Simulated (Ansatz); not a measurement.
# One shape, several levels: HS− (hydrosulfide)

We compute a comparison of 6 runs (HSE06/3-21G, PBE/cc-pVDZ, UPBE0/cc-pVDZ, UMP2/cc-pVDZ, CCSDT(Q)/3-21G, CCSD/3-21G) of HS− (hydrosulfide). 

The results are computed with Ansatz 0.2.0.

3 further runs of the same task are left out: 2 that didn't finish, 1 set aside as unsound or not needed.

### 1 The molecule

The species is HS− (2 atoms), meant as a singlet with charge -1. SMILES: `[SH-]`. The H2–S1 distance was set to 2.019 Å, away from the relaxed value.

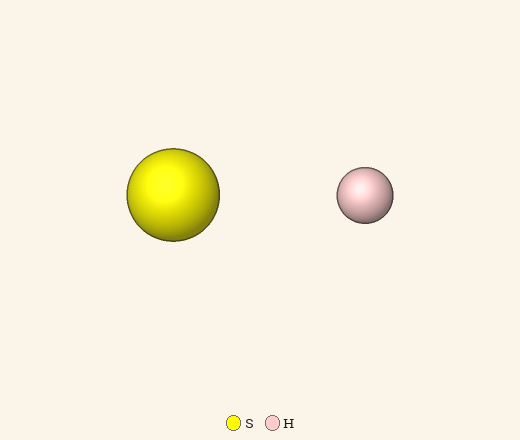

Viewed from a chosen angle; sulfur yellow, hydrogen pink.

### 2 A single-point energy at HSE06/3-21G (run 1)

File molecule.yaml:

```yaml
crystal:
  periodic: [false, false, false]
  atoms:
    - {symbol: S, position_ang: [1.149442, -0.375814, 0.591022]}
    - {symbol: H, position_ang: [-0.574700, 0.187900, -0.295500]}
basis:
  gaussian: {orbitals: 3-21G.json}
hamiltonian: {xc: hse06}
accuracy: high
total_charge: -1
```

The basis set 3-21G is read from a file made from the Basis Set Exchange's data (not shown).

Started as:

```
$ ansatz run molecule.yaml --threads 1 --pin off --max-ram 2610MiB --events-out events.jsonl --progress --plain --runs-dir runs
```

What it wrote:

```text
Warning: RAYON_NUM_THREADS=1 ignored (pool sized by the plan → 1); use --threads N
Functional definition: HSE06
  name "HSE06"
  parameter a = 0.25
  parameter omega = 0.11/bohr
  exchange = pbe_x - a*pbe_x_sr(omega) + a*exact_x_sr(omega)
  correlation = pbe_c
265 factors; integrals over basis functions are off by at most 3.6e-9 eV
53 factors; integrals over basis functions are off by at most 7.8e-10 eV
mean field evaluation 1: about -10792.0159 eV, gradient 1.3e1 eV
mean field evaluation 2: about -10791.2385 eV, gradient 1.8e1 eV
mean field evaluation 4: about -10792.4854 eV, gradient 8.6e-2 eV
mean field evaluation 8: about -10792.4826 eV, gradient 4.1e-4 eV
mean field evaluation 16: about -10792.4826 eV, gradient 1.4e-8 eV
mean field -10792.48258981 eV, -396.6164197681 hartree, gradient 1.4e-8 eV, S^2 0.000000; 0 other end points of the search recorded, 0 dependent functions left out
reference -10792.48259137 eV, -396.6164198252 hartree; 9, 9 occupied and 6, 6 virtual orbitals, 265 factors
Total energy: -10792.48259137 eV, -396.6164198252 hartree
```

Run time: 0.44 s. Hardware: 1 thread of Arm Neoverse V2, shared host.

### 3 The energy at PBE/cc-pVDZ (run 2)

File job.yaml:

```yaml
basis:
  gaussian: {orbitals: cc-pVDZ}
crystal:
  periodic: [false, false, false]
  atoms:
    - {symbol: S, position_ang: [1.149442, -0.375814, 0.591022]}
    - {symbol: H, position_ang: [-0.574700, 0.187900, -0.295500]}
total_charge: -1
hamiltonian: {xc: {name: PBE}}
accuracy: high
```

Started as:

```
$ ansatz run job.yaml --threads 1 --pin off --max-ram 2610MiB --events-out events.jsonl --progress --plain --runs-dir runs
```

What it wrote:

```text
Warning: RAYON_NUM_THREADS=1 ignored (pool sized by the plan → 1); use --threads N
Functional definition: PBE
  name "PBE"
  parameter kappa = 0.804
  parameter beta = 0.06672455060314922
  exchange = pbe_x(kappa = kappa, mu = beta*pi^2/3)
  correlation = pbe_c(beta = beta)
405 factors; integrals over basis functions are off by at most 3.0e-9 eV
mean field evaluation 1: about -10843.6770 eV, gradient 2.0e1 eV
mean field evaluation 2: about -10836.5533 eV, gradient 4.2e1 eV
mean field evaluation 4: about -10845.3211 eV, gradient 1.6e0 eV
mean field evaluation 8: about -10845.3281 eV, gradient 8.7e-2 eV
mean field evaluation 16: about -10845.3281 eV, gradient 7.5e-7 eV
mean field -10845.32812096 eV, -398.5584572178 hartree, gradient 1.2e-8 eV, S^2 0.000000; 0 other end points of the search recorded, 0 dependent functions left out
reference -10845.32812278 eV, -398.5584572847 hartree; 9, 9 occupied and 14, 14 virtual orbitals, 405 factors
Total energy: -10845.32812278 eV, -398.5584572847 hartree
```

Wall time 0.51 s (1 thread of Arm Neoverse V2, shared host).

### 4 The energy at UPBE0/cc-pVDZ (run 3)

File run.yaml:

```yaml
crystal:
  periodic: [false, false, false]
  atoms:
    - symbol: S
      position_ang: [1.149442, -0.375814, 0.591022]
    - symbol: H
      position_ang: [-0.574700, 0.187900, -0.295500]
basis:
  gaussian: {orbitals: cc-pVDZ}
accuracy: high
total_charge: -1
magnetization: {spin_polarized: true, initial_magnetization: 0}
hamiltonian: {xc: pbe0}
```

Started as:

```
$ ansatz run run.yaml --threads 1 --pin off --max-ram 2610MiB --events-out events.jsonl --progress --plain --runs-dir runs
```

What it wrote:

```text
Warning: RAYON_NUM_THREADS=1 ignored (pool sized by the plan → 1); use --threads N
Functional definition: PBE0
  name "PBE0"
  parameter a = 0.25
  parameter kappa = 0.804
  parameter beta = 0.06672455060314922
  exchange = (1 - a)*pbe_x(kappa = kappa, mu = beta*pi^2/3) + a*exact_x
  correlation = pbe_c(beta = beta)
405 factors; integrals over basis functions are off by at most 3.0e-9 eV
mean field evaluation 1: about -10845.5538 eV, gradient 9.5e0 eV
mean field evaluation 2: about -10844.8754 eV, gradient 1.3e1 eV
mean field evaluation 4: about -10846.1416 eV, gradient 2.5e-1 eV
mean field evaluation 8: about -10846.1534 eV, gradient 6.0e-3 eV
mean field evaluation 16: about -10846.1534 eV, gradient 5.3e-8 eV
mean field -10846.15342763 eV, -398.5887866785 hartree, gradient 4.6e-8 eV, S^2 0.000000; 2 other end points of the search recorded, 0 dependent functions left out
reference -10846.15342901 eV, -398.5887867292 hartree; 9, 9 occupied and 14, 14 virtual orbitals, 405 factors
Total energy: -10846.15342901 eV, -398.5887867292 hartree
```

Run time: 1.4 s. Hardware: 1 thread of Arm Neoverse V2, shared host.

Runs 4 to 5 aren't shown in full; the table further down has their settings and results.

### 5 The energy at CCSD/3-21G (run 6)

File job.yaml:

```yaml
crystal:
  periodic: [false, false, false]
  atoms:
    - {symbol: S, position_ang: [1.149442, -0.375814, 0.591022]}
    - {symbol: H, position_ang: [-0.574700, 0.187900, -0.295500]}
basis:
  gaussian: {orbitals: 3-21G.json}
total_charge: -1
correlation: {method: ccsd, frozen_orbitals: {H: 0, S: 5}}
accuracy: high
scf: {omitted_lower_state_checks: [cluster_reference, increment]}
```

The basis set 3-21G is read from a file made from the Basis Set Exchange's data (not shown).

Started as:

```
$ ansatz run job.yaml --threads 1 --pin off --max-ram 2610MiB --events-out events.jsonl --progress --plain --runs-dir runs
```

What it wrote (excerpt; [...] marks lines left out):

```text
Warning: RAYON_NUM_THREADS=1 ignored (pool sized by the plan → 1); use --threads N
Functional definition: HF
  name "HF"
[...]
265 factors; integrals over basis functions are off by at most 3.6e-9 eV
[...]
mean field -10777.89643348 eV, -396.0803884098 hartree, gradient 9.0e-9 eV, S^2 0.000000; 0 other end points of the search recorded, 0 dependent functions left out; unrestricted orbitals would lower it
5 core orbitals not correlated: weight in the atoms' cores, before any rotation towards them, 1.000 or more for the frozen orbitals, at most 0.000 for the correlated occupied ones
reference -10777.89643348 eV, -396.0803884098 hartree; 4, 4 occupied and 6, 6 virtual orbitals, 265 factors
second order -1.68603229 eV of doubles, -0.00000000 eV of singles
cycle   1  -2.00432206 eV  change   -3.2e-1 eV  update   6.9e-2
[...]
cycle  22  -2.25995946 eV  change   1.1e-10 eV  update  2.8e-11
Total energy: -10780.15639294 eV, -396.1634403881 hartree
Checks for a lower state left out: cluster_reference, increment
```

Run time: 0.14 s. Hardware: 1 thread of Arm Neoverse V2, shared host.

### 6 All runs side by side

```csv
run,level,frozen core orbitals,energy (Eh),wall time
1,HSE06/3-21G,–,-396.616420,0.44 s
2,PBE/cc-pVDZ,–,-398.558457,0.51 s
3,UPBE0/cc-pVDZ,–,-398.588787,1.4 s
4,UMP2/cc-pVDZ,5,-398.157927,0.34 s
5,CCSDT(Q)/3-21G,5,-396.165141,0.34 s
6,CCSD/3-21G,5,-396.163440,0.14 s
```

### 7 Results

| quantity | value |
| --- | --- |
| run 6: total energy | -396.16344 Eh |
| run 6: correlation energy (5 core orbitals frozen) | -83.1 mEh |
| run 6: T1 diagnostic | 0.018 |

Totals of different functionals can't be ranked against each other. In runs 5, 6 the log says that unrestricted orbitals would lower the reference, so the values rest on an unstable closed-shell determinant (other closed-shell runs at this shape may share the fault). Spin contamination of the reference: run 4 ⟨S²⟩ = 0.42. All runs together took 3.2 s, the longest 1.4 s.
